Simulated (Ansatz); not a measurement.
# singlet SnH2F+: levels of theory compared

We compute a comparison of 4 runs (B3LYP/STO-3G, BHLYP/STO-3G, PBE0/STO-3G, r2SCAN0/STO-3G) of singlet SnH2F+. 

The results are computed with Ansatz 0.2.0.

59 further runs of the same task are left out: 7 that didn't finish, 52 set aside as unsound or not needed.

### 1 The structure to begin with

The species is SnH2F+ (4 atoms), meant as a singlet with charge +1. SMILES of the parent species: `[F][SnH2]`. The coordinates come from a PBE0-D4/def2-TZVP relaxation. That shape belongs to the parent species and isn't relaxed for this state.

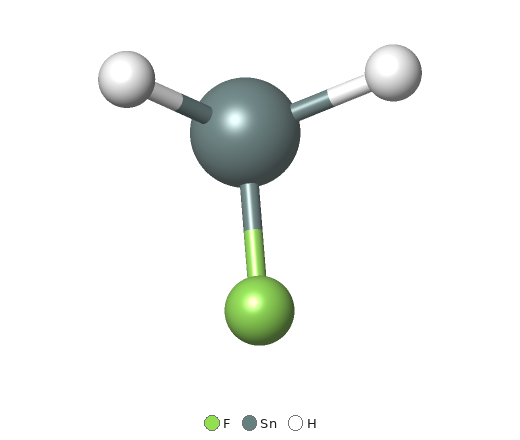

The structure, seen from a chosen angle (fluorine green, tin teal, hydrogen white).

### 2 A single-point energy at B3LYP/STO-3G (run 1)

run.yaml reads:

```yaml
crystal:
  periodic: [false, false, false]
  atoms:
    - {symbol: F, position_ang: [-1.552600, -0.190000, 0.640700]}
    - {symbol: Sn, position_ang: [0.028300, -0.242200, -0.468300]}
    - {symbol: H, position_ang: [1.184100, -1.054400, 0.524100]}
    - {symbol: H, position_ang: [0.395700, 1.426200, -0.716700]}
basis:
  gaussian:
    orbitals: STO-3G
total_charge: 1
hamiltonian:
  xc: {name: B3LYP}
accuracy: high
```

On the command line:

```console
$ ansatz run run.yaml --threads 1 --pin off --max-ram 2610MiB --events-out events.jsonl --progress --plain --runs-dir runs
```

Log:

```text
Warning: RAYON_NUM_THREADS=1 ignored (pool sized by the plan → 1); use --threads N
Functional definition: B3LYP
  name "B3LYP"
  parameter a0 = 0.2
  parameter ax = 0.72
  parameter ac = 0.81
  exchange = (1 - a0 - ax)*slater_x + ax*b88_x + a0*exact_x
  correlation = (1 - ac)*vwn_rpa_c + ac*lyp_c
612 factors; integrals over basis functions are off by at most 4.8e-9 eV
mean field evaluation 1: about -165020.3204 eV, gradient 2.9e1 eV
mean field evaluation 2: about -164904.7943 eV, gradient 2.0e2 eV
mean field evaluation 4: about -165021.2595 eV, gradient 4.4e1 eV
mean field evaluation 8: about -165027.4002 eV, gradient 9.5e-2 eV
mean field evaluation 16: about -165027.3354 eV, gradient 4.8e-5 eV
mean field -165027.33536127 eV, -6064.6427149811 hartree, gradient 3.1e-8 eV, S^2 0.000000; 0 other end points of the search recorded, 0 dependent functions left out
reference -165027.33538534 eV, -6064.6427158657 hartree; 30, 30 occupied and 4, 4 virtual orbitals, 612 factors
Total energy: -165027.33538534 eV, -6064.6427158657 hartree
```

Wall time 1.6 s (1 thread of Arm Neoverse V2, shared host); peak memory 0.11 GiB.

### 3 A single-point energy at BHLYP/STO-3G (run 2)

Changes to run.yaml since step 2:

```diff
@@ -12,3 +12,3 @@
 hamiltonian:
-  xc: {name: B3LYP}
+  xc: {name: BHLYP}
 accuracy: high
```

On the command line:

```console
$ ansatz run run.yaml --threads 1 --pin off --max-ram 2610MiB --events-out events.jsonl --progress --plain --runs-dir runs
```

Log:

```text
Warning: RAYON_NUM_THREADS=1 ignored (pool sized by the plan → 1); use --threads N
Functional definition: BHLYP
  name "BHLYP"
  parameter a = 0.5
  exchange = (1 - a)*b88_x + a*exact_x
  correlation = lyp_c
612 factors; integrals over basis functions are off by at most 4.8e-9 eV
mean field evaluation 1: about -165025.6206 eV, gradient 2.7e1 eV
mean field evaluation 2: about -164978.8134 eV, gradient 1.2e2 eV
mean field evaluation 4: about -165031.6523 eV, gradient 2.0e0 eV
mean field evaluation 8: about -165031.6551 eV, gradient 2.2e-1 eV
mean field evaluation 16: about -165031.6553 eV, gradient 1.1e-5 eV
mean field -165031.65533296 eV, -6064.8014710126 hartree, gradient 1.3e-8 eV, S^2 0.000000; 0 other end points of the search recorded, 0 dependent functions left out
reference -165031.65534948 eV, -6064.8014716197 hartree; 30, 30 occupied and 4, 4 virtual orbitals, 612 factors
Total energy: -165031.65534948 eV, -6064.8014716197 hartree
```

Wall time 1.6 s (1 thread of Arm Neoverse V2, shared host); peak memory 0.11 GiB.

### 4 A single-point energy at PBE0/STO-3G (run 3)

job.yaml reads:

```yaml
crystal:
  periodic: [false, false, false]
  atoms:
    - {symbol: F, position_ang: [-1.552600, -0.190000, 0.640700]}
    - {symbol: Sn, position_ang: [0.028300, -0.242200, -0.468300]}
    - {symbol: H, position_ang: [1.184100, -1.054400, 0.524100]}
    - {symbol: H, position_ang: [0.395700, 1.426200, -0.716700]}
basis:
  gaussian:
    orbitals: STO-3G
total_charge: 1
hamiltonian:
  xc: {name: PBE0}
accuracy: high
```

On the command line:

```console
$ ansatz run job.yaml --threads 1 --pin off --max-ram 2610MiB --events-out events.jsonl --progress --plain --runs-dir runs
```

Log:

```text
Warning: RAYON_NUM_THREADS=1 ignored (pool sized by the plan → 1); use --threads N
Functional definition: PBE0
  name "PBE0"
  parameter a = 0.25
  parameter kappa = 0.804
  parameter beta = 0.06672455060314922
  exchange = (1 - a)*pbe_x(kappa = kappa, mu = beta*pi^2/3) + a*exact_x
  correlation = pbe_c(beta = beta)
612 factors; integrals over basis functions are off by at most 4.8e-9 eV
mean field evaluation 1: about -165011.0005 eV, gradient 2.9e1 eV
mean field evaluation 2: about -164916.5071 eV, gradient 1.8e2 eV
mean field evaluation 4: about -165013.5698 eV, gradient 3.6e1 eV
mean field evaluation 8: about -165017.6869 eV, gradient 2.1e-1 eV
mean field evaluation 16: about -165017.6871 eV, gradient 2.0e-5 eV
mean field -165017.68713098 eV, -6064.2881490579 hartree, gradient 4.0e-8 eV, S^2 0.000000; 0 other end points of the search recorded, 0 dependent functions left out
reference -165017.68713220 eV, -6064.2881491027 hartree; 30, 30 occupied and 4, 4 virtual orbitals, 612 factors
Total energy: -165017.68713220 eV, -6064.2881491027 hartree
```

Wall time 1.5 s (1 thread of Arm Neoverse V2, shared host); peak memory 0.11 GiB.

### 5 The energy at r2SCAN0/STO-3G (run 4)

molecule.yaml reads:

```yaml
crystal:
  periodic: [false, false, false]
  atoms:
    - symbol: F
      position_ang: [-1.552600, -0.190000, 0.640700]
    - symbol: Sn
      position_ang: [0.028300, -0.242200, -0.468300]
    - symbol: H
      position_ang: [1.184100, -1.054400, 0.524100]
    - symbol: H
      position_ang: [0.395700, 1.426200, -0.716700]
basis:
  gaussian:
    orbitals: STO-3G
accuracy: high
hamiltonian:
  xc: {name: r2SCAN0}
total_charge: 1
```

On the command line:

```console
$ ansatz run molecule.yaml --threads 1 --pin off --max-ram 2610MiB --events-out events.jsonl --progress --plain --runs-dir runs
```

Log:

```text
Warning: RAYON_NUM_THREADS=1 ignored (pool sized by the plan → 1); use --threads N
Functional definition: r2SCAN0
  name "r2SCAN0"
  parameter a = 0.25
  parameter k0 = 0.174
  parameter k1 = 0.065
  parameter a1 = 4.9479
  exchange = (1 - a)*r2scan_x(k0 = k0, k1 = k1, a1 = a1) + a*exact_x
  correlation = r2scan_c
612 factors; integrals over basis functions are off by at most 4.8e-9 eV
mean field evaluation 1: about -165028.2293 eV, gradient 2.8e1 eV
mean field evaluation 2: about -164950.6033 eV, gradient 1.6e2 eV
mean field evaluation 4: about -165032.7362 eV, gradient 2.3e1 eV
mean field evaluation 8: about -165034.5893 eV, gradient 2.4e-1 eV
mean field evaluation 16: about -165034.5896 eV, gradient 1.8e-6 eV
mean field -165034.58964179 eV, -6064.9093048733 hartree, gradient 4.2e-8 eV, S^2 0.000000; 0 other end points of the search recorded, 0 dependent functions left out
reference -165034.58964206 eV, -6064.9093048832 hartree; 30, 30 occupied and 4, 4 virtual orbitals, 612 factors
Total energy: -165034.58964206 eV, -6064.9093048832 hartree
```

It took 3.3 s on 1 thread of Arm Neoverse V2, shared host; peak memory 0.15 GiB.

### 6 All runs side by side

```csv
run,level,energy (Eh),wall time
1,B3LYP/STO-3G,-6064.642716,1.6 s
2,BHLYP/STO-3G,-6064.801472,1.6 s
3,PBE0/STO-3G,-6064.288149,1.5 s
4,r2SCAN0/STO-3G,-6064.909305,3.3 s
```

### 7 Outcome

```
           quantity           value
run 4: total energy  -6064.90930 Eh
```

In words: Totals of different functionals can't be ranked against each other. In runs 1, 2, 3, 4 the basis is minimal, so the values are rough. In runs 1, 2, 3, 4 relativity is left out where basis or elements ask for it. All runs together took 8 s, the longest 3.3 s.
